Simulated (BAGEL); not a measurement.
# GeH2OF2 (SMILES [OH][GeH]([F])[F]) at PBE0/def2-SVP (density fitting with qzvpp-jkfit)

What is the energy change on altering one bond length of GeH2OF2 at PBE0/def2-SVP (density fitting with qzvpp-jkfit)? 

The calculation is run with BAGEL 1.2.2.

## (1) The molecule

GeH2OF2: 6 atoms, total charge 0, spin state singlet. As SMILES, `[OH][GeH]([F])[F]`. The coordinates come from a PBE0-D4/def2-TZVP relaxation. This is one conformer, not always the lowest.

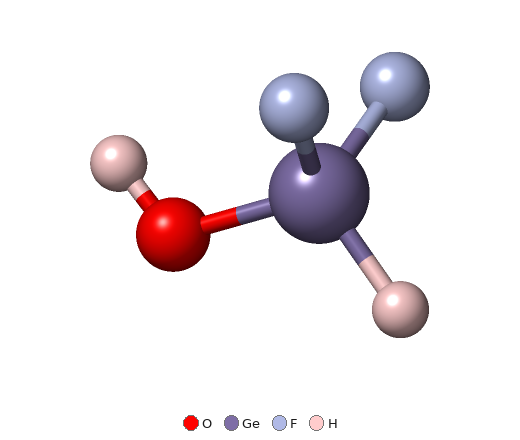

The structure, seen from a chosen angle (oxygen red, germanium purple, fluorine light blue, hydrogen pink).

## (2) A single-point energy at PBE0/def2-SVP (density fitting with qzvpp-jkfit)

dft.json reads:

```json
{ "bagel" : [

{
  "title" : "molecule",
  "basis" : "svp",
  "df_basis" : "qzvpp-jkfit",
  "angstrom" : true,
  "geometry" : [
    { "atom" : "O", "xyz" : [    0.086400,    1.049000,   -0.909900 ] },
    { "atom" : "Ge", "xyz" : [    0.075900,   -0.102300,    0.396800 ] },
    { "atom" : "F", "xyz" : [    1.042800,   -1.459100,   -0.031500 ] },
    { "atom" : "F", "xyz" : [   -1.502300,   -0.768100,    0.556400 ] },
    { "atom" : "H", "xyz" : [   -0.207700,    0.688000,   -1.751000 ] },
    { "atom" : "H", "xyz" : [    0.546800,    0.528400,    1.692900 ] }
  ]
},
{
  "title" : "ks",
  "xc_func" : "pbe0"
},
{
  "title" : "print",
  "file" : "orbitals.molden",
  "orbitals" : true
}

]}
```

Run with:

```sh
BAGEL_NUM_THREADS=1 BAGEL dft.json > dft.out
```

What it wrote:

```text
* using 1 threads per process

  ===============================================================
  ===============================================================

  *** Geometry ***

  { "atom" : "O", "xyz" : [      0.163272,      1.982323,     -1.719462 ] },
  { "atom" : "Ge", "xyz" : [      0.143430,     -0.193319,      0.749843 ] },
  { "atom" : "F", "xyz" : [      1.970606,     -2.757299,     -0.059526 ] },
  { "atom" : "F", "xyz" : [     -2.838936,     -1.451499,      1.051444 ] },
  { "atom" : "H", "xyz" : [     -0.392496,      1.300132,     -3.308910 ] },
  { "atom" : "H", "xyz" : [      1.033302,      0.998531,      3.199117 ] },

  Number of auxiliary basis functions:      533

  Since a DF basis is specified, we compute 2- and 3-index integrals:
    o Being stored without compression. Storage requirement is 0.030 GB

  Number of basis functions:       84
  Number of electrons      :       60

    * METHOD: MOLECULE                             0.24

  *** Kohn-Sham DFT ***

    * Removing 9844 points whose weight is below 1.00e-10
    * Grid points: 79592

  === Nuclear Repulsion ===
   329.1601166096

       - DIIS with orbital gradients will be used.

  === KS iteration (pbe0 / svp) ===
      0      -2270.67010417          0.13099203           0.31
      1      -2076.97278013          0.25979143           0.30
      2      -2242.61293048          0.14634458           0.30
      3      -2340.37836180          0.10668753           0.29
      4      -2274.91045828          0.18664743           0.30
      5      -2278.57727545          0.17962441           0.31
      6      -2278.35131438          0.18016001           0.30
      7      -2336.01223204          0.19394388           0.30
      8      -2314.62199895          0.19259121           0.29
      9      -2337.07751989          0.14057330           0.30
     10      -2349.61217958          0.06924548           0.30
     11      -2351.67912541          0.03400260           0.29
     12      -2352.18778422          0.00541792           0.30
     13      -2352.19863083          0.00229932           0.30
     14      -2352.20011246          0.00156081           0.30
     15      -2352.20133286          0.00018070           0.30
     16      -2352.20134697          0.00003721           0.30
     17      -2352.20134754          0.00001200           0.30
     18      -2352.20134762          0.00000168           0.29
     19      -2352.20134762          0.00000058           0.30
     20      -2352.20134762          0.00000033           0.31
     21      -2352.20134762          0.00000009           0.29
     22      -2352.20134762          0.00000008           0.29
     23      -2352.20134762          0.00000002           0.30
     24      -2352.20134762          0.00000001           0.30
    * SCF iteration converged.

    * Permanent dipole moment:
           (   -0.107542,    -0.446013,     0.054205) a.u.

    * METHOD: KS                                   7.79

    * METHOD: PRINT                                0.01

  ===============================================================
```

It took 8.4 s on 1 thread of Arm Neoverse V2, shared host; peak memory 0.37 GiB.

## (3) The distorted shape at the same level

calc.json reads:

```json
{ "bagel": [

{
  "title": "molecule",
  "basis": "svp",
  "df_basis": "qzvpp-jkfit",
  "angstrom": true,
  "geometry": [
    { "atom": "O", "xyz": [       0.321681,       1.337801,      -0.237017 ] },
    { "atom": "Ge", "xyz": [       0.311181,       0.186501,       1.069683 ] },
    { "atom": "F", "xyz": [       1.278081,      -1.170299,       0.641383 ] },
    { "atom": "F", "xyz": [      -1.267019,      -0.479299,       1.229283 ] },
    { "atom": "H", "xyz": [      -0.207700,       0.688000,      -1.751000 ] },
    { "atom": "H", "xyz": [       0.782081,       0.817201,       2.365783 ] }
  ]
},

{
  "title": "ks",
  "xc_func": "pbe0",
  "charge": 0
},

{
  "title": "print",
  "file": "orbitals.molden",
  "orbitals": true
}

]}
```

Run with:

```sh
BAGEL_NUM_THREADS=1 BAGEL calc.json > calc.out
```

What it wrote:

```text
* using 1 threads per process

  ===============================================================
  ===============================================================

  *** Geometry ***

  { "atom" : "O", "xyz" : [      0.607889,      2.528078,     -0.447897 ] },
  { "atom" : "Ge", "xyz" : [      0.588047,      0.352436,      2.021408 ] },
  { "atom" : "F", "xyz" : [      2.415223,     -2.211545,      1.212038 ] },
  { "atom" : "F", "xyz" : [     -2.394319,     -0.905744,      2.323008 ] },
  { "atom" : "H", "xyz" : [     -0.392496,      1.300132,     -3.308910 ] },
  { "atom" : "H", "xyz" : [      1.477919,      1.544286,      4.470682 ] },

  Number of auxiliary basis functions:      533

  Since a DF basis is specified, we compute 2- and 3-index integrals:
    o Being stored without compression. Storage requirement is 0.030 GB

  Number of basis functions:       84
  Number of electrons      :       60

    * METHOD: MOLECULE                             0.24

  *** Kohn-Sham DFT ***

    * Removing 9191 points whose weight is below 1.00e-10
    * Grid points: 80245

  === Nuclear Repulsion ===
   325.3220277983

       - DIIS with orbital gradients will be used.

  === KS iteration (pbe0 / svp) ===
      0      -2271.35322735          0.12841791           0.32
      1      -2079.82512372          0.25539624           0.31
      2      -2243.93917931          0.14698457           0.30
      3      -2340.18183510          0.10491630           0.31
      4      -2276.00371273          0.18055515           0.31
      5      -2279.75005811          0.17506199           0.31
      6      -2279.76192856          0.17533313           0.31
      7      -2346.53981920          0.10874084           0.30
      8      -2325.60121665          0.16391321           0.31
      9      -2348.94027849          0.07018083           0.31
     10      -2351.97993980          0.01142350           0.32
     11      -2351.97138686          0.01215605           0.30
     12      -2352.04896927          0.00302151           0.32
     13      -2352.05323385          0.00083274           0.31
     14      -2352.05359573          0.00028604           0.30
     15      -2352.05363212          0.00011824           0.31
     16      -2352.05363896          0.00002695           0.30
     17      -2352.05363899          0.00002528           0.29
     18      -2352.05363930          0.00000567           0.29
     19      -2352.05363932          0.00000123           0.30
     20      -2352.05363932          0.00000077           0.30
     21      -2352.05363932          0.00000016           0.30
     22      -2352.05363932          0.00000012           0.30
     23      -2352.05363932          0.00000005           0.30
     24      -2352.05363932          0.00000009           0.30
     25      -2352.05363932          0.00000002           0.30
     26      -2352.05363932          0.00000001           0.30
    * SCF iteration converged.

    * Permanent dipole moment:
           (   -0.030533,    -0.380405,     0.308175) a.u.

    * METHOD: KS                                   8.53

    * METHOD: PRINT                                0.01

  ===============================================================
```

Run time: 9 s. Hardware: 1 thread of Arm Neoverse V2, shared host; peak memory 0.37 GiB.

## (4) What came out

At PBE0/def2-SVP (density fitting with qzvpp-jkfit):

| quantity | value |
| --- | --- |
| first shape: total energy | -2352.20135 Eh |
| first shape: dipole moment | 1.17 D |
| first shape: HOMO energy | -9.85 eV |
| first shape: LUMO energy | 0.15 eV |
| first shape: HOMO–LUMO gap | 10.00 eV |
| distorted shape: total energy | -2352.05364 Eh |
| distorted shape: dipole moment | 1.25 D |
| distorted shape: HOMO energy | -9.32 eV |
| distorted shape: LUMO energy | -4.29 eV |
| distorted shape: HOMO–LUMO gap | 5.03 eV |
| energy change with the O1–H5 bond stretched from 0.961 to 1.730 Å | 4.019 eV |

**Reading.** With the O1–H5 bond stretched from 0.961 to 1.730 Å the energy rises by 4.02 eV (388 kJ/mol). The first shape isn't relaxed at this level, so the change isn't measured from a minimum. A restricted reference can't describe the breaking bond well at this length.
